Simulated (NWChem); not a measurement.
# C2H3N (SMILES C#CN) at 6 levels

Aim: a comparison of 6 runs (HF/STO-3G, HF/3-21G, HF/6-31G, HF/aug-cc-pVDZ, B3LYP/6-31G*, r2SCAN/cc-pVDZ) of C2H3N. 

The results are computed with NWChem 7.3.0.

1 further run of the same task is left out (set aside as unsound or not needed).

**1. The system as given**

C2H3N: 6 atoms, total charge 0, spin state singlet. As SMILES, `C#CN`. The shape is that of a PBE0-D4/def2-TZVP optimisation.

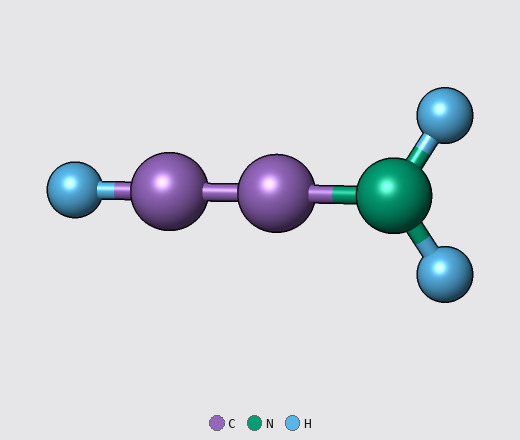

The structure, seen from a chosen angle (carbon purple, nitrogen teal, hydrogen blue).

**2. Energy and gradient at HF/STO-3G (run 1)**

a.xyz reads:

```xyz
6
C2H3N hf
C     -1.168700    -0.477700    -0.707000
C     -0.183100    -0.153000    -0.100700
N      0.923600     0.147300     0.599600
H     -2.040400    -0.760400    -1.244800
H      1.728200     0.390500     0.041600
H      0.782500     0.789200     1.365100
```

a.nw reads:

```
start a
title "C2H3N hf"
memory 2200 mb
charge 0

geometry units angstrom noautosym nocenter noautoz
  load a.xyz
end

basis spherical bse
  C library STO-3G
  N library STO-3G
  H library STO-3G
end

scf
  thresh 1e-08
  maxiter 80
  noprint "final vectors analysis"
end

task scf gradient
```

Command:

```bash
$ nwchem a.nw > a.out
```

The log of the run:

```text
[...]
  functions       =    18
[...]
  wavefunction    = RHF
[...]
         Total SCF energy =   -130.169852218541
      One-electron energy =   -294.838662522200
      Two-electron energy =    104.985377508854
 Nuclear repulsion energy =     59.683432794805
        Time for solution =      0.3s
[...]
                         RHF ENERGY GRADIENTS
    atom               coordinates                        gradient
                 x          y          z           x          y          z
   1 C      -2.208523  -0.902722  -1.336036   -0.071783  -0.023999  -0.044033
   2 C      -0.346009  -0.289128  -0.190295    0.115954   0.036281   0.071905
   3 N       1.745351   0.278357   1.133080   -0.031006   0.006602  -0.024173
   4 H      -3.855797  -1.436948  -2.352331   -0.000523  -0.000344  -0.000279
   5 H       3.265824   0.737938   0.078613   -0.013555  -0.006227   0.008409
   6 H       1.478711   1.491372   2.579665    0.000913  -0.012313  -0.011829
[...]
```

It took 0.86 s on 1 thread of AMD EPYC 9R45 (Zen 5), shared host; peak memory 0.099 GiB.

**3. Energy and forces at HF/3-21G (run 2)**

work.nw reads:

```
start work
title "C2H3N"
memory total 2200 mb

geometry units angstrom noautosym nocenter noautoz
   C    -1.168700   -0.477700   -0.707000
   C    -0.183100   -0.153000   -0.100700
   N     0.923600    0.147300    0.599600
   H    -2.040400   -0.760400   -1.244800
   H     1.728200    0.390500    0.041600
   H     0.782500    0.789200    1.365100
end

basis "ao basis" spherical bse
   C library 3-21G
   N library 3-21G
   H library 3-21G
end

scf
   singlet
   rhf
   thresh 1e-08
   maxiter 80
end

task scf gradient
```

Command:

```bash
$ nwchem work.nw > work.out
```

The log of the run:

```text
[...]
  functions       =    33
[...]
  wavefunction    = RHF
[...]
         Total SCF energy =   -131.120328609986
      One-electron energy =   -294.691838285869
      Two-electron energy =    103.888076881078
 Nuclear repulsion energy =     59.683432794805
        Time for solution =      0.3s
[...]
                         RHF ENERGY GRADIENTS
    atom               coordinates                        gradient
                 x          y          z           x          y          z
   1 C      -2.208523  -0.902722  -1.336036   -0.014487  -0.007863  -0.007953
   2 C      -0.346009  -0.289128  -0.190295    0.028444   0.019320   0.014483
   3 N       1.745351   0.278357   1.133080   -0.002441  -0.021327   0.004662
   4 H      -3.855797  -1.436948  -2.352331   -0.009226  -0.002893  -0.005732
   5 H       3.265824   0.737938   0.078613    0.000374   0.005736  -0.004860
   6 H       1.478711   1.491372   2.579665   -0.002665   0.007027  -0.000600
[...]
```

It took 0.88 s on 1 thread of AMD EPYC 9R45 (Zen 5), shared host; peak memory 0.1 GiB.

Runs 3 to 5 aren't shown in full; the table further down has their settings and results.

**4. Energy and gradient at r2SCAN/cc-pVDZ (run 6)**

geom.xyz reads:

```xyz
6

C     -1.168700    -0.477700    -0.707000
C     -0.183100    -0.153000    -0.100700
N      0.923600     0.147300     0.599600
H     -2.040400    -0.760400    -1.244800
H      1.728200     0.390500     0.041600
H      0.782500     0.789200     1.365100
```

run.py reads:

```python
from ase.io import read
from ase.calculators.nwchem import NWChem

system = read('geom.xyz')

calc = NWChem(
    label='geom',
    theory='dft',
    memory='2200 mb',
    basis='cc-pVDZ',
    basispar='spherical bse',
    dft={'xc': 'r2scan', 'mult': '1', 'grid': 'xfine', 'convergence': 'energy 1e-08', 'iterations': '100', 'mulliken': None},
)
system.calc = calc

forces = system.get_forces()
print("Total energy (eV):", round(system.get_potential_energy(), 6))
print("forces (eV/A):")
for s, f in zip(system.symbols, forces):
    print(f"{s:2s} {f[0]:10.5f} {f[1]:10.5f} {f[2]:10.5f}")
print("dipole (e A):", system.get_dipole_moment().round(4))
```

Command:

```bash
$ export ASE_NWCHEM_COMMAND="nwchem PREFIX.nwi > PREFIX.nwo"
$ python run.py
```

The log of the run:

```text
Total energy (eV): -3608.505926
forces (eV/A):
C    -1.22734   -0.40870   -0.75416
C     1.21058    0.47396    0.72227
N     0.05137   -0.42171    0.16486
H    -0.25618   -0.08644   -0.15679
H     0.26380    0.15725   -0.20204
H    -0.04222    0.28570    0.22585
dipole (e A): [0.2719 0.2981 0.1044]
```

The calculator wrote geom.nwi:

```
title "geom"

permanent_dir geom

scratch_dir geom

start geom

geometry units angstrom nocenter noautosym noautoz
  C  -1.1687000000000001e+00 -4.7770000000000001e-01 -7.0699999999999996e-01
  C  -1.8310000000000001e-01 -1.5300000000000000e-01 -1.0070000000000000e-01
  N  9.2359999999999998e-01 1.4729999999999999e-01 5.9960000000000002e-01
  H  -2.0404000000000000e+00 -7.6039999999999996e-01 -1.2447999999999999e+00
  H  1.7282000000000000e+00 3.9050000000000001e-01 4.1599999999999998e-02
  H  7.8249999999999997e-01 7.8920000000000001e-01 1.3651000000000000e+00
end

memory 2200 mb

basis spherical bse noprint
   * library cc-pVDZ
end

dft
  xc r2scan
  mult 1
  grid xfine
  convergence energy 1e-08
  iterations 100
  mulliken
end

task dft gradient
```

geom.nwo:

```text
Northwest Computational Chemistry Package (NWChem) 7.3.0
             --------------------------------------------------------

           Job information
           ---------------

    nwchem branch   = 7.3.0
    use scalapack   = T
    input           = geom.nwi
    prefix          = geom.
    data base       = geom/geom.db
    status          = startup
    nproc           =        1

           Memory information
           ------------------

    heap     =     72089598 doubles =      550.0 Mbytes
    stack    =     72089595 doubles =      550.0 Mbytes
    global   =    144179200 doubles =     1100.0 Mbytes (distinct from heap & stack)
    total    =    288358393 doubles =     2200.0 Mbytes
    verify   = yes
    hardfail = no

[... 100 lines left out ...]
  convergence criterion.
[... 37 lines left out ...]
          Spatial weights used:  Erf1
[... 76 lines left out ...]
         Total DFT energy =     -132.610147917461
[... 3 lines left out ...]
 Nuclear repulsion energy =       59.683432794805
[... 471 lines left out ...]
          Convergence on gradient requested:  5.00D-04
[... 24 lines left out ...]
          total energy or number of iterations.
[... 37 lines left out ...]
                 ----------------------------------------
                 |  Time  |  1-e(secs)   |  2-e(secs)   |
                 ----------------------------------------
                 |  CPU   |       0.00   |       0.83   |
                 ----------------------------------------
                 |  WALL  |       0.00   |       0.83   |
                 ----------------------------------------

 Task  times  cpu:       16.3s     wall:       16.3s
 Total times  cpu:       16.3s     wall:       16.3s
```

Run time: 17 s. Hardware: 1 thread of AMD EPYC 9R45 (Zen 5), shared host; peak memory 0.13 GiB.

**5. Overview of the runs**

```tsv
run	level	Cartesian functions	iteration cap	energy (Eh)	dipole moment (D)	largest force (eV/Å)	wall time
1	HF/STO-3G	no	80	-130.169852	1.52	7.260	0.86 s
2	HF/3-21G	no	80	-131.120329	1.94	1.919	0.88 s
3	HF/6-31G	no	80	-131.796402	1.90	1.650	1.6 s
4	HF/aug-cc-pVDZ	no	80	-131.870614	1.73	1.369	19 s
5	B3LYP/6-31G* (Cartesian functions)	yes	100	-132.677648	–	0.815	8.7 s
6	r2SCAN/cc-pVDZ	no	100	-132.610148	2.00	1.497	17 s
```

**6. Results**

```
                       quantity          value
            run 6: total energy  -132.61015 Eh
           run 6: dipole moment         2.00 D
             run 6: HOMO energy       -5.23 eV
             run 6: LUMO energy        0.97 eV
           run 6: HOMO–LUMO gap        6.20 eV
run 6: largest force on an atom     1.497 eV/Å
```

**Reading.** Over runs 1, 2, 3, 4, 6 the dipole moment (its size) runs from 1.52 D (HF/STO-3G) to 2.00 D (r2SCAN/cc-pVDZ). The two ends differ in method and basis. Over runs 2, 3, 4, 6 the HOMO–LUMO gap runs from 6.20 eV (r2SCAN/cc-pVDZ) to 15.44 eV (HF/3-21G). Totals of different functionals can't be ranked against each other. In run 1 the basis is minimal, so the values are rough. All runs together took 48 s, the longest 19 s.
